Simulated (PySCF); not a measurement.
**Single-point calculation, with input and output: Si2PH9**

- system: Si2PH9
- method: RHF-CCSD(T), frozen core/def2-TZVPP, density fitting (PySCF 2.14.0)

The geometry is the reactant side of a reaction. The reaction was set up to form Si1–P7 and H2–H6 and to break Si1–H2 and H6–P7 (atoms counted from 1 in the order of the input); sticks are drawn by distance alone. The geometry comes from this level: PBE0-D4/def2-TZVP.

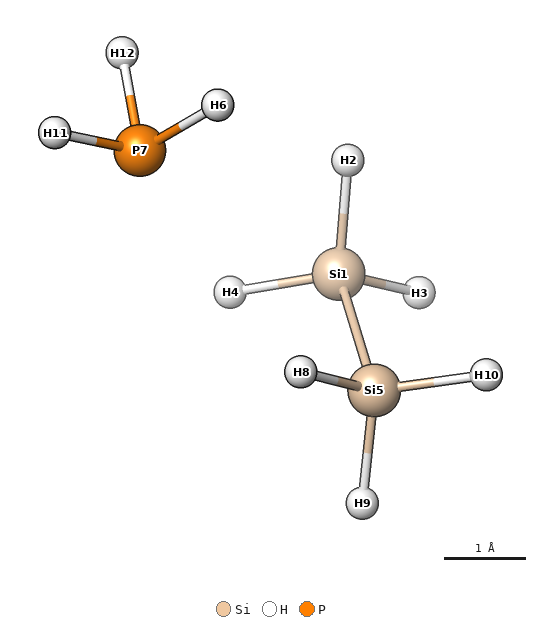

Figure 1. The input geometry (ball-and-stick view, seen at an oblique angle; atoms are numbered from 1 in the order of the input).

## Input
```python
import json, numpy as np
from pyscf import gto, scf, dft, mp, cc
EV, BOHR = 27.211386245988, 0.529177210903
mol = gto.M(atom="""
Si -0.091630 -0.967628 -1.323181
H 1.028547 0.000890 -1.474172
H 0.130675 -2.081877 -2.286735
H -1.368493 -0.291581 -1.669464
Si -0.150828 -1.843447 0.844764
H 1.199336 2.260237 0.947550
P -0.117182 2.368486 0.428786
H -0.291704 -0.774708 1.867696
H -1.295599 -2.785008 0.976382
H 1.105960 -2.595015 1.113885
H -0.440192 3.480696 1.250193
H 0.288946 3.181976 -0.660747
""", basis="def2-tzvpp", charge=0, spin=0, max_memory=8670, verbose=0)
def mean_field(mol, dm=None):
    mf = scf.RHF(mol).density_fit()
    mf.conv_tol = 1e-9
    mf.kernel(dm0=dm)
    if not mf.converged: mf = mf.newton().run(mf.mo_coeff, mf.mo_occ)
    assert mf.converged
    return mf
def d4(mol):
    return 0.0, np.zeros((12, 3))
def energy_and_gradient(mol, dm=None):
    mf = mean_field(mol, dm); e, g = d4(mol)
    return mf, (mf.e_tot + e) * EV, (mf.nuc_grad_method().kernel()[:12] + g) * EV / BOHR
out = {}
mf = mean_field(mol); frozen = 15
print(f"Hartree-Fock energy {mf.e_tot * EV:.6f} eV")
m2 = mp.MP2(mf, frozen=frozen or None).run()
out.update(reference=mf.e_tot * EV, same_spin=m2.e_corr_ss * EV, opposite_spin=m2.e_corr_os * EV, energy=m2.e_tot * EV, converged=True, frozen=frozen)
print(f"MP2 correlation {m2.e_corr * EV:.6f} eV")
c = cc.CCSD(mf, frozen=frozen or None); c.conv_tol = 1e-7; c.max_cycle = 80; eris = c.ao2mo(); c.kernel(eris=eris); t = c.ccsd_t(eris=eris)
t1 = c.t1 if isinstance(c.t1, tuple) else (c.t1, c.t1); t2 = c.t2 if isinstance(c.t2, tuple) else (c.t2,)
T1 = np.sqrt(sum((a**2).sum() for a in t1) / 2 / (mol.nelectron - 2 * frozen))
print(f"CCSD correlation {c.e_corr * EV:.6f} eV, (T) {t * EV:.6f} eV, T1 diagnostic {T1:.4f}")
out.update(ccsd=c.e_corr * EV, triples=t * EV, t1=T1, largest_double=max(abs(a).max() for a in t2 if a.size), energy=(c.e_tot + t) * EV, converged=bool(c.converged))
out['triplet_stable'] = bool(mf.stability(internal=False, external=True, return_status=True)[3])
out['s2'] = mf.spin_square()[0]; out['nelec'] = mol.nelec
print(f"Total energy {out['energy']:.6f} eV, <S^2> {out['s2']:.4f}")
json.dump(out, open("out.json", "w"), default=float)
```

Launch command:
```bash
OMP_NUM_THREADS=4 python run.py
```

## Log
```
Hartree-Fock energy -25139.159939 eV
MP2 correlation -11.881521 eV
CCSD correlation -14.097443 eV, (T) -0.455507 eV, T1 diagnostic 0.0130
Total energy -25153.712888 eV, <S^2> 0.0000
```

## Results in brief

| quantity | value |
| --- | --- |
| outcome | converged |
| total energy | −25153.7129 eV |
| mean-field energy | −25139.1599 eV |
| CCSD correlation | −14.0974 eV |
| (T) correction | −0.4555 eV |
| T1 diagnostic | 0.013 |
| hardware | 4 threads of Arm Neoverse V2, 23 GiB of memory available, shared host |
| wall time | 13 min (CPU time 48 min) |
| peak memory | 4.2 GiB |
